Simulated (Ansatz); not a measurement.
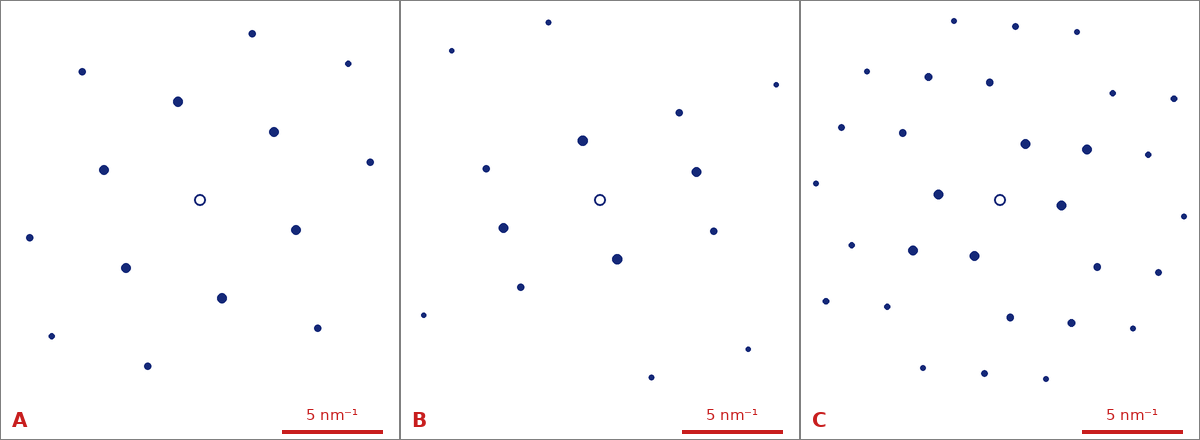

The patterns are kinematic simulations for 200 kV electrons (no multiple scattering; isotropic B = 0.5 Å²).

All three come from Ge, space group Fd-3m (No. 227), a = 5.622 Å. Structure: the input geometry of an electronic-structure calculation (not necessarily at equilibrium).

```csv
atom,site,symmetry,x,y,z
Ge,8a,-43m,0.0000,0.0000,0.0000
```

Question: Assign the zone axes [110], [111], [211] to A, B and C.

Answer: A is [111]: hexagonal net of -2 2 0 at d = 1.99 Å and -2 0 2 at d = 1.99 Å, at 60.0°. B is [211]: rectangular net of -1 1 1 at d = 3.25 Å and 0 -2 2 at d = 1.99 Å, at 90.0°. C is [110]: centred rectangular net of -1 1 -1 at d = 3.25 Å and -1 1 1 at d = 3.25 Å, at 70.5°.
